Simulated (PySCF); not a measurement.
System: C7H11NS.

Input

```
{"job": {"kind": "nmr", "xc": "PBE0", "basis": "pcSseg-1"}, "charge": 0, "multiplicity": 1}
C      2.560488    -0.370180    -0.690813
C      1.862447    -0.296910     0.670026
C      0.646743     0.567000     0.619596
S      0.704027     2.206547     1.186774
C     -0.935104     2.459519     0.744800
C     -1.490891     1.358991     0.183503
C     -0.585141     0.263909     0.097666
N     -0.877762    -0.951943    -0.506296
C     -2.251927    -1.392191    -0.584830
H      3.431960    -1.018902    -0.636340
H      2.883878     0.621923    -0.996968
H      1.880094    -0.756926    -1.446008
H      2.556004     0.106628     1.410003
H      1.584199    -1.307627     0.989957
H     -1.388916     3.413372     0.926304
H     -2.508984     1.325980    -0.158261
H     -0.242027    -1.684100    -0.218801
H     -2.274630    -2.372690    -1.057282
H     -2.816580    -0.700397    -1.209416
H     -2.743025    -1.461325     0.395178
```

Run with:

```sh
OMP_NUM_THREADS=1 python probes_run.py task.json out
```

Geometry: GFN2-xTB.

Theory: PBE0/pcSseg-1, SCF density, gas phase, non-relativistic (PySCF).

**What will maps of the electron density and electron localisation function show?**

C–C (1.35 Å): the density is about 2.2 e/Å³ at the midpoint; the ELF peaks at about 0.95 between the atoms: localised, covalent bonding.
C–N (1.39 Å): ρ at the midpoint is about 2.2 e/Å³; the ELF peaks at about 0.90 between the atoms: localised, covalent bonding.
C–S (1.72 Å): ρ is about 1.4 e/Å³ halfway; the ELF peaks at about 0.90 between the atoms; a covalent bond.
C–C (1.42 Å): the density is about 2 e/Å³ at the midpoint; the ELF peaks at about 0.95 between the atoms (localised, covalent bonding).

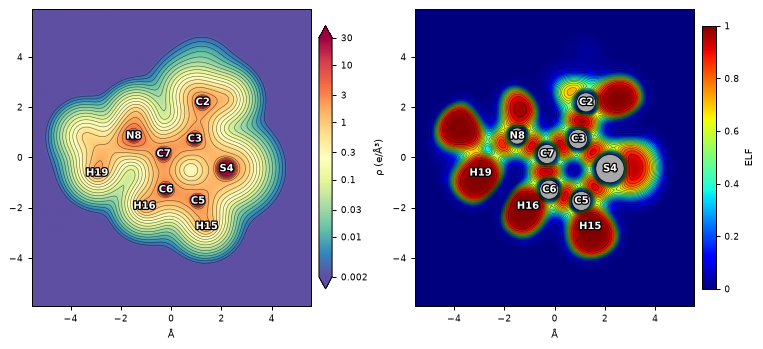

Computed electron density and electron localisation function on the plane of atoms C2, C3 and C7, in this order. Grey discs cover the atomic cores in the ELF map. 
